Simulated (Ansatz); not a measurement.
Si$_{2}$H$_{4}$SO: several calculations on one system

## 1. Relaxation

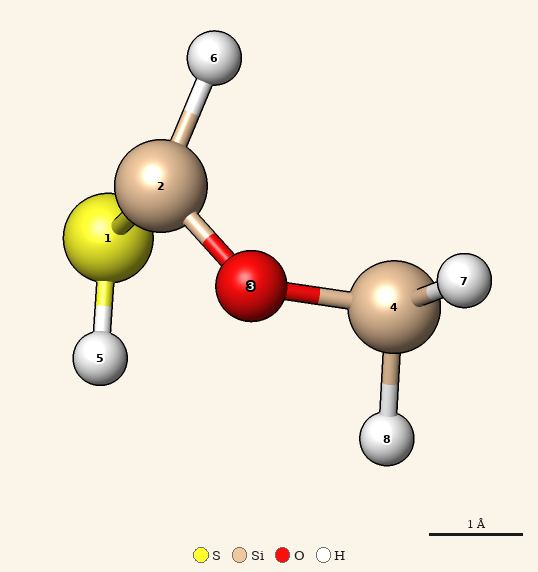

Si2H4SO, before the relaxation. Style: ball-and-stick. Shown at a tilt.

The run prepares an end point of a later path (torsion) calculation, from a guessed geometry.

The calculation used Ansatz, RKS CAM-B3LYP-D4/def2-SVP.

The input:
```yaml
crystal:
  periodic: [false, false, false]
  atoms:
    - { symbol: S, position_ang: [-1.995, 1.2269, -0.3524] }
    - { symbol: Si, position_ang: [-0.2021, 1.1707, 0.7645] }
    - { symbol: O, position_ang: [0.3383, -0.2769, 0.6796] }
    - { symbol: Si, position_ang: [1.087, -1.0077, -0.5381] }
    - { symbol: H, position_ang: [-2.48, 0.0502, -0.0227] }
    - { symbol: H, position_ang: [0.7389, 2.2112, 0.2327] }
    - { symbol: H, position_ang: [2.4441, -1.2518, -0.1012] }
    - { symbol: H, position_ang: [0.1609, -2.1797, -0.7183] }
basis:
  gaussian: { orbitals: def2-SVP }
hamiltonian:
  xc: cam_b3lyp
  dispersion: d4
relax:
  f_tol: 0.015
  max_steps: 40
```

Command:
```bash
ansatz run input.yaml --threads 2 --pin off --max-ram 3072MiB --backend cpu --events-out ev --progress --plain --runs-dir out
```

### Predict the outcome.

Over 15 geometry steps the energy falls by 80.0 kcal/mol. The largest force component goes from 3.9 to 0.0089 eV/Å. Si2 moves most after the best rigid fit: 0.70 Å. Largest moves by element: Si 0.70 Å, O 0.53 Å, S 0.37 Å, H 0.35 Å. Near-neighbour distances that change, for instance: Si2–Si4 2.847 → 2.207 Å, Si2–O3 1.548 → 1.702 Å, O3–Si4 1.605 → 1.720 Å, Si4–H7 1.446 → 1.485 Å. New bonds form: Si2–Si4 (2.85 → 2.21 Å). Bond angles that change, for instance: Si2–O3–Si4 129.1° → 80.3°, O3–Si4–H8 99.1° → 114.1°, S1–Si2–O3 107.0° → 117.6°.

Final geometry:

```xyz
8

S    -2.1053    1.3735   -0.0327
Si   -0.0320    0.9338    0.1238
O     0.4342   -0.3031    1.1958
Si    0.9697   -0.9893   -0.2872
H    -2.4777    0.1192   -0.3620
H     0.6218    2.2408    0.3616
H     2.4358   -1.2060   -0.3762
H     0.2457   -2.2260   -0.6791
```

After the run, drawn alike:

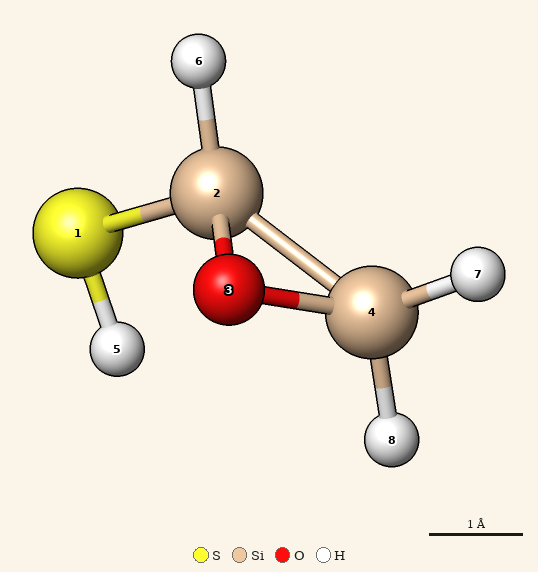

## 2. Relaxation

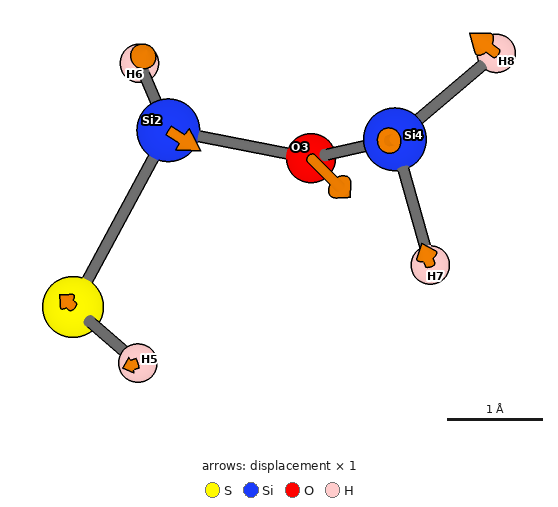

This is a relaxation of Si2H4SO. The starting structure is drawn; orange arrows show the displacements, at their true length. The two geometries are superimposed by the best rigid fit.

The picture is a ball-and-stick view, seen at a tilt.

The run prepares an end point of a later path (torsion) calculation, from a guessed geometry.

Method: Ansatz, RKS CAM-B3LYP-D4/def2-SVP.

Input
```yaml
crystal:
  periodic: [false, false, false]
  atoms:
    - { symbol: S, position_ang: [-1.995, 1.2269, -0.3524] }
    - { symbol: Si, position_ang: [-0.2021, 1.1707, 0.7645] }
    - { symbol: O, position_ang: [0.3383, -0.2769, 0.6796] }
    - { symbol: Si, position_ang: [0.29631, -1.43919, 1.78627] }
    - { symbol: H, position_ang: [-2.48, 0.0502, -0.0227] }
    - { symbol: H, position_ang: [0.7389, 2.2112, 0.2327] }
    - { symbol: H, position_ang: [-0.58708, -2.46407, 1.27495] }
    - { symbol: H, position_ang: [1.76914, -1.73175, 1.88058] }
basis:
  gaussian: { orbitals: def2-SVP }
hamiltonian:
  xc: cam_b3lyp
  dispersion: d4
relax:
  f_tol: 0.015
  max_steps: 40
```

Command:
```bash
ansatz run input.yaml --threads 2 --pin off --max-ram 3072MiB --backend cpu --events-out ev --progress --plain --runs-dir out
```

Q: Which element moves most?

A: Oxygen: up to 0.87 Å, against 0.50 Å for hydrogen.

Q: Describe the change and its energy.

A: O3 moves most after the best rigid fit: 0.87 Å. By element the largest moves are O 0.87 Å, H 0.50 Å, Si 0.42 Å, S 0.23 Å. Among the contacts that change: Si2–Si4 2.847 → 2.207 Å, Si2–O3 1.548 → 1.701 Å, O3–Si4 1.605 → 1.721 Å, Si4–H7 1.446 → 1.486 Å. New bonds form: Si2–Si4 (2.85 → 2.21 Å). Among the angles between lasting bonds that change: Si2–O3–Si4 129.1° → 80.3°, O3–Si4–H8 99.1° → 114.5°, S1–Si2–O3 107.0° → 117.5°. Groups turn about S1–Si2 by about 20°. The energy falls by 68.2 kcal/mol in 11 geometry steps. Largest force component: 4.1 eV/Å at the start, 0.015 eV/Å at the end. Cost: 25 s on 2 threads of Arm Neoverse V2, on a shared host, peak memory 0.21 GiB.

## 3. Path

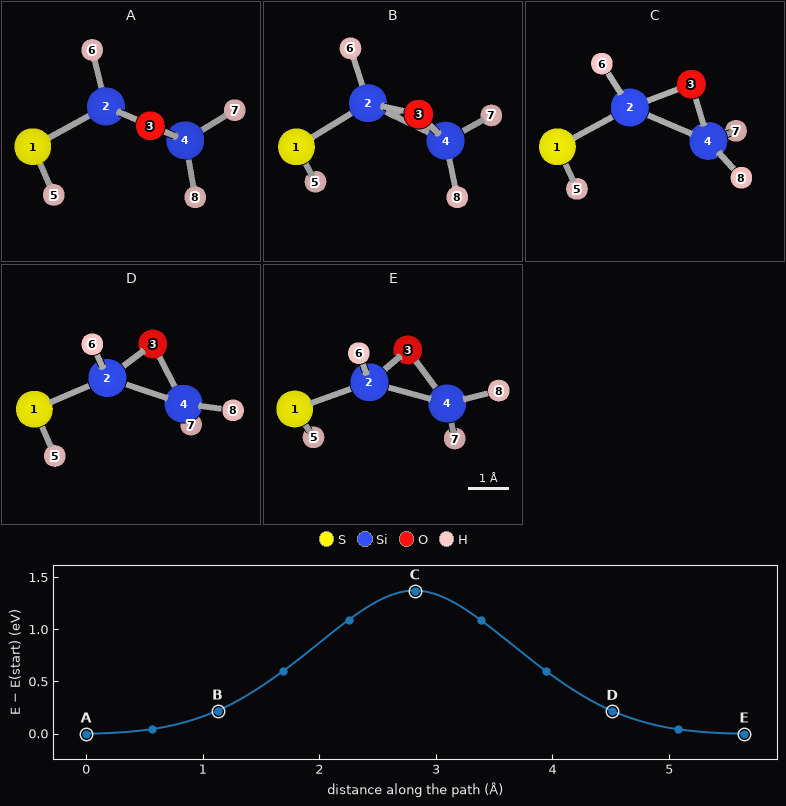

A search for the minimum-energy path of Si2H4SO by the nudged elastic band. Images are numbered from 0 (start) to 10 (end). Frames A to E are images 0, 2, 5, 8, 10. Style: ball-and-stick. Shown face on.

Computed with Ansatz, RKS CAM-B3LYP-D4/def2-SVP. Settings: 9 movable images; climbing image; force threshold 0.05 eV/Å; iteration limit 60; starting path by image-dependent pair potential.

What happens along the path, and what is the barrier?

The barrier is about 1.37 eV in both directions, with image 5 at the top; the ends have the same energy. The motion is a rotation about the Si2–O3 bond. No bond forms or breaks between the ends. Among the angles between lasting bonds that change up to the highest image: S1–Si2–O3 117.6° → 171.4°, Si4–Si2–H6 126.8° → 146.1°. The band converged in 6 iterations. The largest component of the band force went from 1.1 to 0.03 eV/Å. The climbing image converged on the top of the path. Its vibrational analysis gives one imaginary mode (311i cm⁻¹), as a transition state must have.

Cost: 120 s on 2 threads of Arm Neoverse V2, with other jobs on the host, peak memory 0.22 GiB.
